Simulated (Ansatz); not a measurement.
A series of calculations on GeH2SCl4

**1. Relaxation**

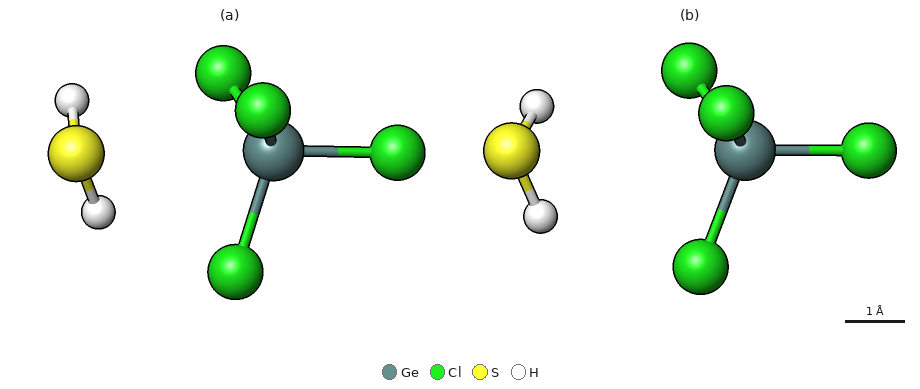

The structure of GeH$_{2}$SCl$_{4}$ before (left) and after (right) a relaxation, at one scale.

Style: ball-and-stick. Shown face on.

The run prepares an end point of a later path (reaction) calculation, from a guessed geometry.

These are results of RKS BLYP-D4/def2-SVP (Ansatz 0.2.0), not measurements. (no spin polarisation; force threshold 0.03 eV/Å; at most 50 steps)

**What changed between the two?**

The S atom moves most after the best rigid fit: 0.43 Å. By element the largest moves are S 0.43 Å, H 0.40 Å, Ge 0.20 Å, Cl 0.20 Å. Among the contacts that change: Ge–S 3.459 → 4.069 Å, Cl–Ge 2.208 → 2.173 Å, H–S 1.384 → 1.362 Å, Cl–Ge 2.174 → 2.168 Å. Among the angles between lasting bonds that change: Cl–Ge–Cl 114.7° → 110.7°, Cl–Ge–Cl 104.4° → 108.3°, Cl–Ge–Cl 106.0° → 109.3°. The energy falls by 11.1 kJ/mol in 11 accepted moves (13 points after the start). Largest force component: 0.45 eV/Å at the start, 0.0029 eV/Å at the end. The line search rejected the trial steps at points 7, 9 of the run. The forces were under the threshold at step 6, but the run went on from there. Cost: 25 s on 4 threads of Arm Neoverse V1, on a shared host, peak memory 0.22 GiB.

Limits of the set-up: the start holds two separate molecules, 2.6 Å apart at their closest, whose relative position is a soft coordinate.

**2. Relaxation**

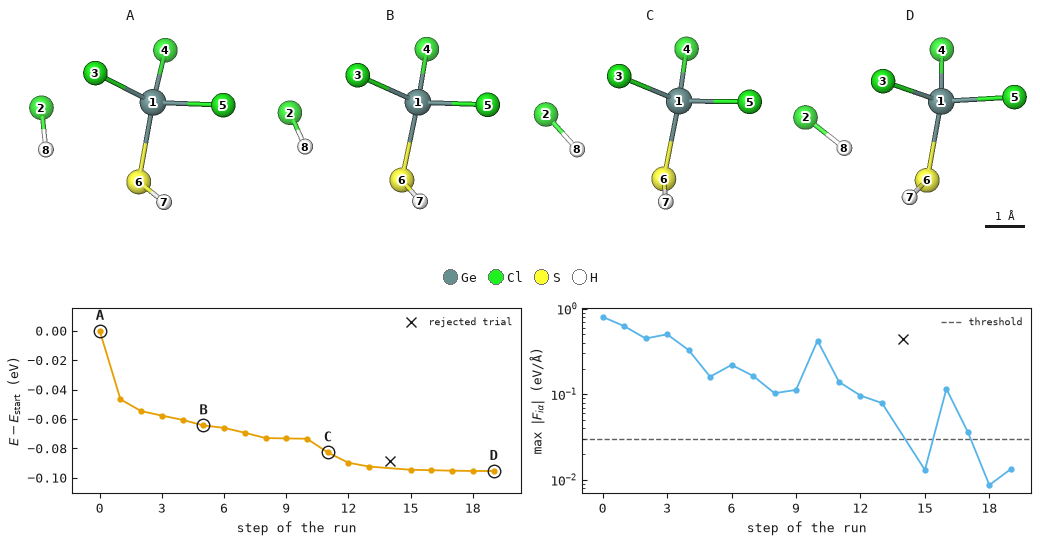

Frames of a relaxation of GeH2SCl4, marked on the history of the run. A ball-and-stick model, seen at a tilt.

The run prepares an end point of a later path (reaction) calculation, from a guessed geometry.

Computed with Ansatz, RKS BLYP-D4/def2-SVP.

Input
```yaml
crystal:
  periodic: [false, false, false]
  atoms:
    - { symbol: Ge, position_ang: [-0.656554, -0.111202, -0.436073] }
    - { symbol: Cl, position_ang: [-0.167004, 1.30929, 2.646267] }
    - { symbol: Cl, position_ang: [1.19924, -0.980268, 0.296448] }
    - { symbol: Cl, position_ang: [-0.396887, 1.993027, -0.877009] }
    - { symbol: Cl, position_ang: [-1.07013, -1.130684, -2.328012] }
    - { symbol: S, position_ang: [-2.449224, -0.451019, 0.887504] }
    - { symbol: H, position_ang: [-2.731206, -1.627893, 0.249911] }
    - { symbol: H, position_ang: [-0.777635, 0.125949, 2.793564] }
basis:
  gaussian: { orbitals: def2-SVP }
hamiltonian:
  xc: blyp
  dispersion: d4
relax:
  f_tol: 0.03
  max_steps: 50
```

Command:
```bash
ansatz run input.yaml --threads 4 --pin off --max-ram 5120MiB --backend cpu --events-out ev --progress --plain --runs-dir out
```

Q: What happens along the run?

A: Over 18 accepted moves (19 points after the start) the energy falls by 0.095 eV. Largest force component: 0.8 eV/Å at the start, 0.013 eV/Å at the end. The line search rejected the trial step at point 14 of the run. The forces were under the threshold at step 15, but the run went on from there. H7 moves most after the best rigid fit: 0.93 Å. Largest moves by element: H 0.93 Å, Cl 0.51 Å, Ge 0.23 Å, S 0.23 Å. Near-neighbour distances that change, for instance: Ge1–Cl2 3.429 → 3.985 Å, Cl2–H8 1.340 → 1.312 Å, Ge1–Cl5 2.189 → 2.177 Å, Ge1–S6 2.254 → 2.262 Å. Bond angles that change, for instance: Cl5–Ge1–S6 106.7° → 111.1°, Cl3–Ge1–S6 114.9° → 110.5°, Cl4–Ge1–S6 111.2° → 107.4°. Groups turn about Ge1–S6 by about 55°. Cost: 39 s on 4 threads of Arm Neoverse V1 (shared host), peak memory 0.22 GiB. From step 0 to 5: Cl2 moves most (0.36 Å), energy −0.064 eV. From step 5 to 11: H atoms move most (0.39 Å), energy −0.018 eV. From step 11 to 19: H7 moves most (0.44 Å), energy −0.013 eV.

Limits of the set-up: the start holds two separate molecules, 2.6 Å apart at their closest, whose relative position is a soft coordinate.

**3. Path**

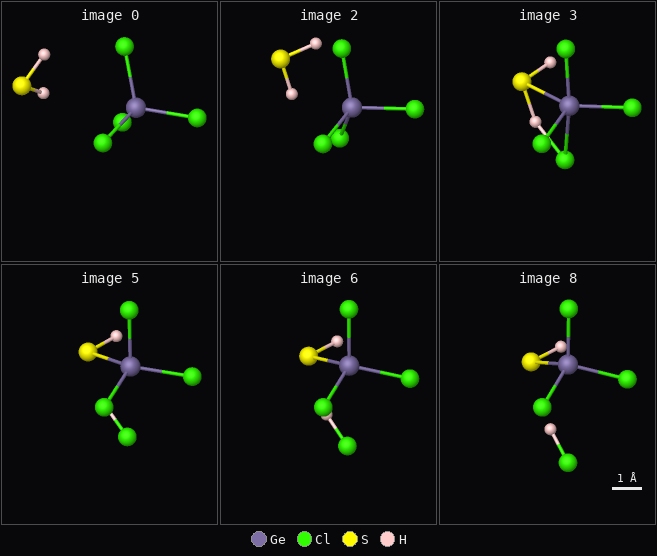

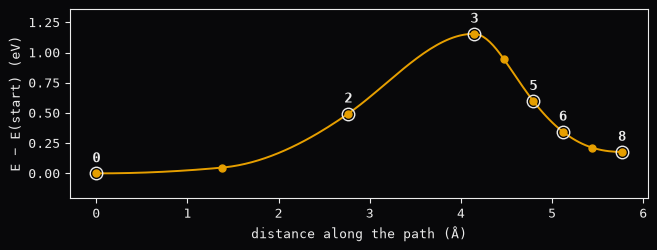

NEB run on GeH$_{2}$SCl$_{4}$, made up at the start of GeCl4 and H$_{2}$S. Images are numbered from 0 (start) to 8 (end). The picture is a ball-and-stick view, seen from a free direction.

Level of theory: RKS BLYP-D4/def2-SVP (Ansatz). Set-up: 7 movable images; climbing image; force threshold 0.05 eV/Å; iteration limit 60; starting path through a guess of the saddle point.

Describe the mechanism and the energy profile.

The energy climbs by 1.15 eV to image 3 and then falls by 0.98 eV, so the end point sits at +0.18 eV. Breaking: Cl–Ge (2.17 → 3.99 Å), H–S (1.36 → 2.45 Å). Forming: Cl–H (2.91 → 1.31 Å), Ge–S (4.07 → 2.26 Å). The band converged in 33 iterations, with a climbing image at the top. At the top, the vibrational analysis gives one imaginary mode (400i cm⁻¹), as a transition state must have.

Limits of the set-up: the start holds two separate molecules, 2.9 Å apart at their closest, whose relative position is a soft coordinate.
